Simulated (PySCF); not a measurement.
# GaHF (SMILES [F][GaH]): UM06-2X/aug-cc-pVDZ (density fitting with def2-universal-jkfit)

Aim: the vertical doublet–quartet gap of GaHF at UM06-2X/aug-cc-pVDZ (density fitting with def2-universal-jkfit), from 2 runs. Input form: a Python script.

The results are computed with PySCF 2.14.0.

2 further runs of the same task are left out: 2 set aside as unsound or not needed.

## 1. Starting point

GaHF: 3 atoms, total charge 0, spin state doublet. As SMILES, `[F][GaH]`. Geometry: relaxed at PBE0-D4/def2-TZVP.

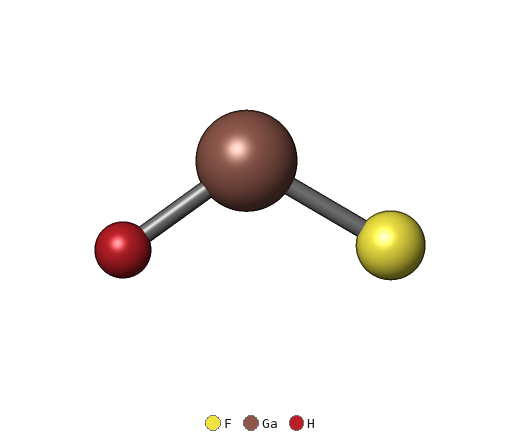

The structure, seen from a chosen angle (fluorine yellow, gallium brown, hydrogen red).

## 2. A single-point energy at UM06-2X/aug-cc-pVDZ (density fitting with def2-universal-jkfit)

Input file mol.xyz:

```xyz
3
FGaH
F     -1.252000     0.451400    -0.644800
Ga     0.292400     0.469800     0.214100
H      0.948600    -0.985900     0.417400
```

Input file calc.py:

```python
from pyscf import gto, dft

mol = gto.M(
    atom='mol.xyz',
    spin=1,
    basis='aug-cc-pvdz',
    verbose=3,
    max_memory=1860,
)

calc0 = dft.UKS(mol, xc='m06-2x')
calc0 = calc0.density_fit(auxbasis='def2-universal-jkfit')
calc0.conv_tol = 1e-10
calc0.grids.level = 4
calc0.kernel()
if not calc0.converged:
    calc0 = calc0.newton().run(calc0.mo_coeff, calc0.mo_occ)

etot = calc0.e_tot
print('Final energy', etot)
```

The run is started by

```console
$ OMP_NUM_THREADS=1 python calc.py
```

Standard output:

```text
WARN: HOMO -0.151565137517995 >= LUMO -0.151565137517994

converged SCF energy = -2025.24206930556  <S^2> = 0.7555003  2S+1 = 2.0054928
Final energy -2025.24206930556
```

It took 16 s on 1 thread of Arm Neoverse V1, shared host; peak memory 0.36 GiB.

## 3. The quartet

Input file geometry.xyz:

```xyz
3
FGaH
F     -1.252000     0.451400    -0.644800
Ga     0.292400     0.469800     0.214100
H      0.948600    -0.985900     0.417400
```

Input file calc.py:

```python
from pyscf import gto, dft

mol = gto.Mole()
mol.atom = 'geometry.xyz'
mol.basis = 'aug-cc-pvdz'
mol.spin = 3
mol.verbose = 3
mol.max_memory = 1860
mol.build()

myscf = dft.UKS(mol, xc='m06-2x')
myscf = myscf.density_fit(auxbasis='def2-universal-jkfit')
myscf.conv_tol = 1e-10
myscf.grids.level = 4
myscf.kernel()
if not myscf.converged:
    myscf = myscf.newton().run(myscf.mo_coeff, myscf.mo_occ)

etot = myscf.e_tot
print('Final energy', etot)
```

The run is started by

```console
$ OMP_NUM_THREADS=1 python calc.py
```

Standard output:

```text
WARN: HOMO -0.0375222040579954 >= LUMO -0.415875317097029

WARN: HOMO -0.228058451210774 >= LUMO -0.343157212584857

WARN: HOMO -0.208860134755058 >= LUMO -0.361335216684025

WARN: HOMO -0.186416711260357 >= LUMO -0.287181099512654

WARN: HOMO -0.188103414814768 >= LUMO -0.286186900509835

WARN: HOMO -0.188780944496185 >= LUMO -0.290033026667294

WARN: HOMO -0.189140345957274 >= LUMO -0.290205867024953

WARN: HOMO -0.189466602051905 >= LUMO -0.292227971533856

WARN: HOMO -0.189675490566899 >= LUMO -0.292282432478789

WARN: HOMO -0.189684610871269 >= LUMO -0.292661265825093

WARN: HOMO -0.189658822879006 >= LUMO -0.292606917134928

WARN: HOMO -0.189667314401126 >= LUMO -0.292639386266107

WARN: HOMO -0.189659688876548 >= LUMO -0.292604390690077

WARN: HOMO -0.189660669742023 >= LUMO -0.292608642128732

WARN: HOMO -0.189660632540418 >= LUMO -0.292608882925735

WARN: HOMO -0.18966066323609 >= LUMO -0.292608928210374

converged SCF energy = -2025.01810812246  <S^2> = 3.7578415  2S+1 = 4.0039188
Final energy -2025.0181081224569
```

Wall time 20 s (1 thread of Arm Neoverse V1, shared host); peak memory 0.35 GiB.

## 4. Summary of results

At UM06-2X/aug-cc-pVDZ (density fitting with def2-universal-jkfit):

| quantity | value |
| --- | --- |
| doublet: total energy | -2025.24207 Eh |
| doublet: dipole moment | 2.38 D |
| doublet: HOMO energy (highest over α and β) | -7.49 eV |
| doublet: LUMO energy (lowest over α and β) | -3.23 eV |
| doublet: ⟨S²⟩ | 0.756 |
| quartet: total energy | -2025.01811 Eh |
| quartet: dipole moment | 2.46 D |
| quartet: HOMO energy (highest over α and β) | -5.16 eV |
| quartet: ⟨S²⟩ | 3.758 |
| vertical energy of the quartet above the doublet | 6.094 eV |

In words: At this shape the quartet lies 6.09 eV (588 kJ/mol) above the doublet. Mulliken charges (doublet) run from -0.57 on F1 to +0.54 on Ga2; in a basis this large or diffuse they mean little.
